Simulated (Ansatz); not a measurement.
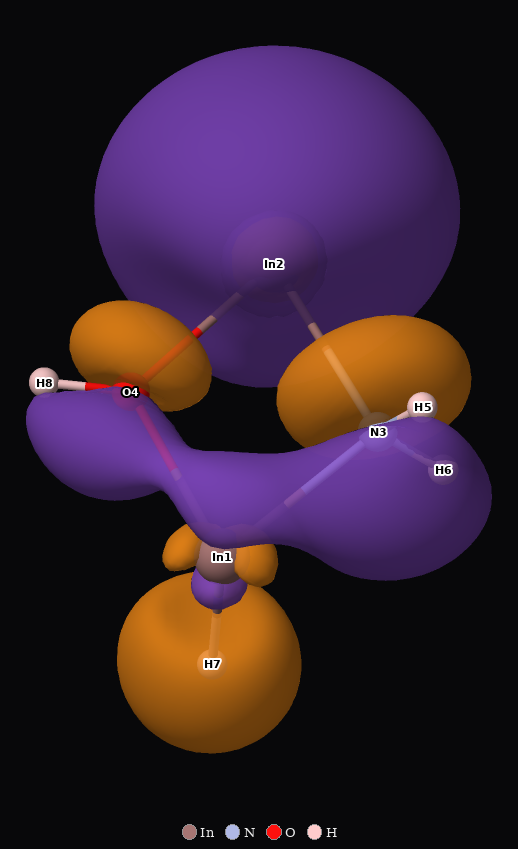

Figure 1: H₄In₂NO (doublet). The HOMO (β) at ±0.06 Å⁻³ᐟ² (orange and purple are the two phases), seen across its widest extent.

Geometry: PBE0-D3(BJ)/def2-SVP; core potentials replace the inner electrons of In.

The calculation used isolated molecule in a Gaussian basis; Kohn-Sham density functional theory, functional PBE0 in Ansatz 0.2.0.

```xyz
8

In   -2.2274   -0.4256   -1.7207
In   -2.4544    2.8266   -0.3626
N    -1.1812    0.8431   -0.2183
O    -3.4961    1.3416   -1.6365
H    -1.2208    0.4446    0.7228
H    -0.1828    0.9592   -0.4108
H    -1.3268   -0.3604   -3.2524
H    -4.2866    1.4793   -2.1687
```

Describe this orbital and give its energy.

Answer. By Hirshfeld shares it lies mainly on In2 (about 60 %), N3 (about 20 %), O4 (about 5 %) and In1 (about 5 %). Its energy is −6.17 eV.
